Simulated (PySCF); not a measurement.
```xyz
12

F     2.4808    2.1415   -0.5168
Al    1.2519    1.0807   -0.2619
N    -0.4834    1.3335    0.0092
C    -1.1217    0.0230   -0.0491
C    -0.0992   -1.0775    0.2988
N     1.2280   -0.6910   -0.1672
H    -1.1470    2.0918   -0.0117
H    -1.9562   -0.0340    0.6591
H    -1.5194   -0.1712   -1.0535
H    -0.1010   -1.2273    1.3861
H    -0.4171   -2.0155   -0.1703
H     1.8854   -1.4547   -0.1486
```

Geometry: GFN2-xTB.

All numbers below come from B3LYP/def2-SVPD, SCF density, gas phase in PySCF.

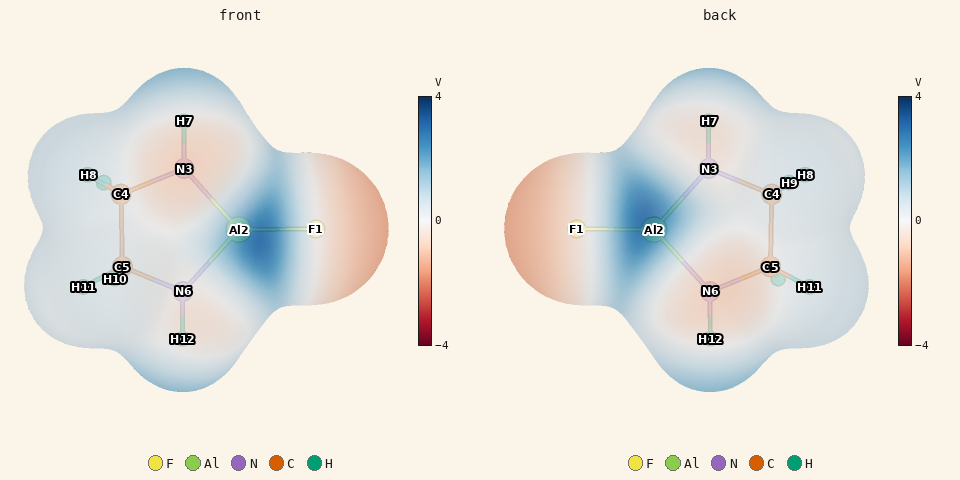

C$_{2}$H$_{6}$AlFN$_{2}$ (SMILES [F][Al]1[NH]CC[NH]1). The electrostatic potential painted on the density surface at 0.002 e/bohr³, seen from the front and from behind; red is negative and blue positive.

Describe the electrostatic potential map.

Answer. The most negative region (about −1.3 V) lies over F1, the most positive (about +2.9 V) over Al2.
